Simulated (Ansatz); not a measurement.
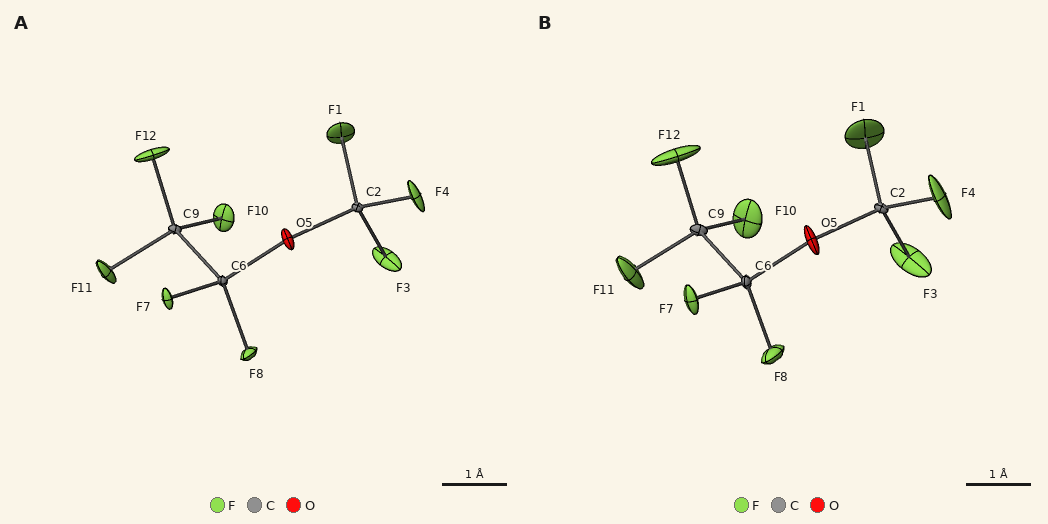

Displacement ellipsoids at the 50 % level, from the internal vibrations of the free molecule (harmonic, no overall translation or rotation; no half-axis is drawn under 0.075 Å). Vibrations computed with RKS PBE0-D4/def2-TZVP (Ansatz 0.2.0). One panel is for 298 K, the other for 600 K.

### Which panel is for 600 K?

B.

### How much does the mean-square displacement of F3 grow, and why?

U_eq goes from 0.0193 to 0.0382 Å², a factor of 2.0. Modes below kT (417 cm⁻¹ at 600 K) grow about in proportion to T, and the lowest lies at 50 cm⁻¹; the mean-square amplitude of a mode is its zero-point value times coth(ħω/2kT), which comes close to 1 only above about 3kT.
